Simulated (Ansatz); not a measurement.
The starting structures come from a database of crystals and need not be the phases stable at ambient conditions.

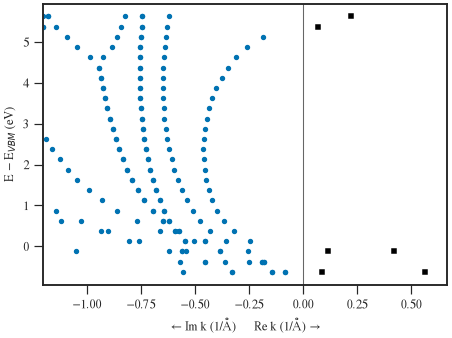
Figure: Complex bands at the centre of the two-dimensional zone; PBEsol run with Ansatz (an electronic-structure program)

The gap is the functional's own. No spin-orbit coupling. Mid-gap values are interpolated on the energy grid.

**Question.** This is BaSnF₆ (R-3, not sure to be the ambient phase, 8 atoms a cell, 14.6 Å³ an atom) along the normal of (101). Read off the slowest decay at the centre of the two-dimensional zone at 2.62 eV, the computed energy nearest the middle of the gap.

**Answer.** κ ≈ 0.46 1/Å, a decay length 1/(2κ) of the density of 1.1 Å.
